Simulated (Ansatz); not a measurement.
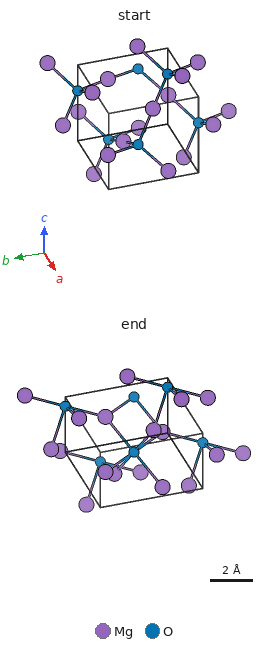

The structure of crystalline Mg2O (built on the random type) (coarse preliminary run) before (top) and after (bottom) a relaxation, at one scale.

A ball-and-stick model of the cell of the calculation, seen from a free direction.

Case: random cell with space group P4_2nm (No. 102).

Level of theory: DFT PBE, scalar-relativistic, plane waves, PAW (Ansatz).

Input
```yaml
crystal:
  lattice:
    - [4.5749895638, 0.0, 0.0]
    - [0.0, 4.5749895638, 0.0]
    - [0.0, 0.0, 4.3431892413]
  atoms:
    - { symbol: Mg, position: [0.25, 0.25, 0.4185288392] }
    - { symbol: Mg, position: [0.75, 0.75, 0.4185288392] }
    - { symbol: Mg, position: [0.75, 0.25, 0.9185288392] }
    - { symbol: Mg, position: [0.25, 0.75, 0.9185288392] }
    - { symbol: O, position: [0.5, 0.5, 0.1592561084] }
    - { symbol: O, position: [0.0, 0.0, 0.6592561084] }
basis:
  ecutwfc: 420
kpoints:
  mp_grid: { grid: [4, 4, 4] }
hamiltonian:
  xc: pbe
scf:
  occupations: { method: gaussian, width: 0.1 }
  lower_state_search: "off"
output:
  forces: true
  stress: true
  eigenvalues: true
relax:
  adjacent_minimum: "off"
  f_tol: 0.04
  max_steps: 70
  cell: { stress_tol: 0.4 }
```

Command:
```bash
ansatz run input.yaml --threads 1 --pin off --max-ram 2560MiB --backend cpu --events-out ev --progress --plain --runs-dir out
```

Summarise the run.

The energy falls by 204 meV per atom in 23 accepted moves (26 points after the start). Largest force component: 0.36 eV/Å at the start, 0.01 eV/Å at the end. Pressure: 10.88 GPa at the start and 0.18 GPa at the end. The line search rejected the trial step at point 23 of the run. At 2 points the geometry stayed and the basis and grid were re-selected for the new cell (energy shift of 17.9 meV per atom at most each time). The largest moves relative to the cell, 0.54 Å, are those of O5 and O6. O5 goes along +c. Largest moves by element: O 0.54 Å, Mg 0.41 Å. The volume changes by −5.7 %, with a = b 4.575 → 5.212 Å (+13.9 %), c 4.343 → 3.157 Å (−27.3 %). Near-neighbour distances that change, for instance: Mg1–O6 3.673 → 2.200 Å, Mg1–O6 (another image) 1.926 → 2.195 Å, Mg1–O5 1.971 → 2.156 Å. New bonds form: Mg1–O6 (3.67 → 2.20 Å), Mg2–O6 (3.67 → 2.20 Å), Mg3–O5 (3.67 → 2.20 Å), Mg4–O5 (3.67 → 2.20 Å). Bond angles that change, for instance: Mg3–O6–Mg4 110.3° → 179.8°, O5–Mg3–O6 178.0° → 134.3°, Mg1–O6–Mg2 114.2° → 88.3°. The space group (tolerance 0.01 Å) goes from P4_2nm (No. 102) to P4_2/mnm (No. 136).
